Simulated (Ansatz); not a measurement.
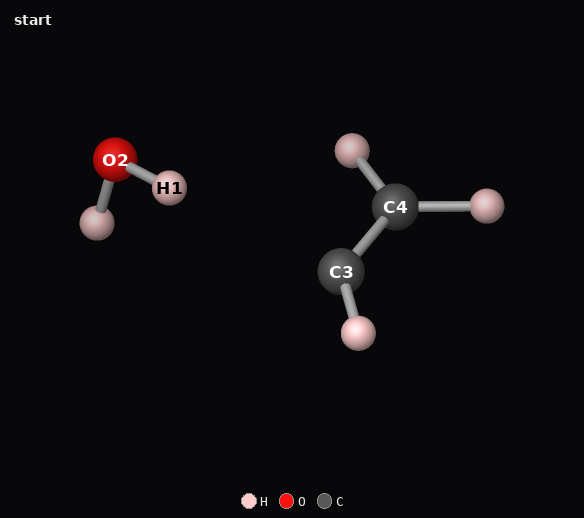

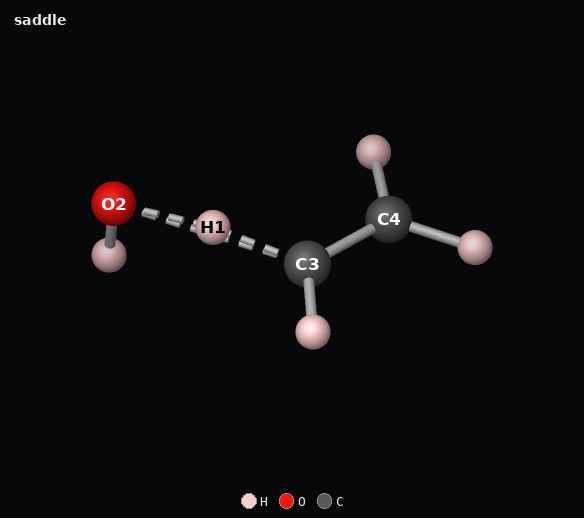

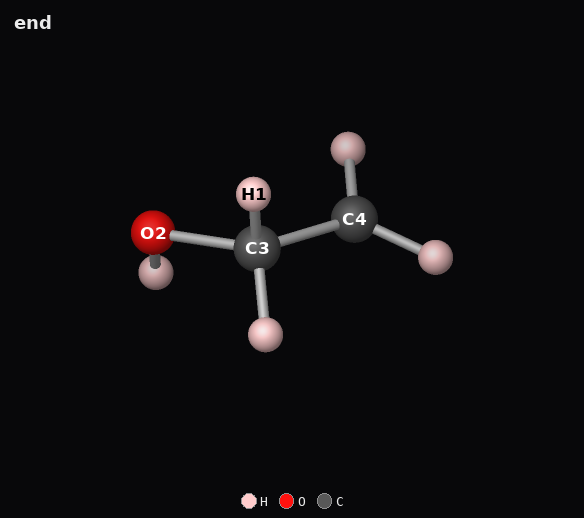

A saddle point and the two end points reached downhill from it. Broken sticks mark bonds that form or break. Charge 0, doublet. Geometries: PBE0-D4/def2-TZVP; all other levels are single points on them, and energies count from the start as drawn. Program: Ansatz 0.2.0. In CBS estimates cores are frozen, and CCSD(T) − MP2 is taken in the smaller basis.

Which bonds form and which break from start to end?

Formed: H1–C3, O2–C3; broken: H1–O2. At the saddle point H1···C3 is 1.22 Å, O2···C3 is 2.48 Å, H1···O2 is 1.29 Å.

Give the electronic barrier and the reaction energy from start to end in kJ/mol (no zero-point energy) with CCSD(T)/CBS (MP2 limit from def2-TZVPP and def2-QZVPP plus CCSD(T) − MP2); ωB97M-V/def2-TZVPP; B2PLYP (frozen core)/def2-TZVPP; B3LYP-D4/def2-TZVPP.

| level | barrier | reaction energy |
| --- | --- | --- |
| CCSD(T)/CBS (MP2 limit from def2-TZVPP and def2-QZVPP plus CCSD(T) − MP2) | 70.8 | −86.6 |
| ωB97M-V/def2-TZVPP | 59.3 | −93.5 |
| B2PLYP (frozen core)/def2-TZVPP | 57.6 | −87.3 |
| B3LYP-D4/def2-TZVPP | 44.7 | −86.5 |
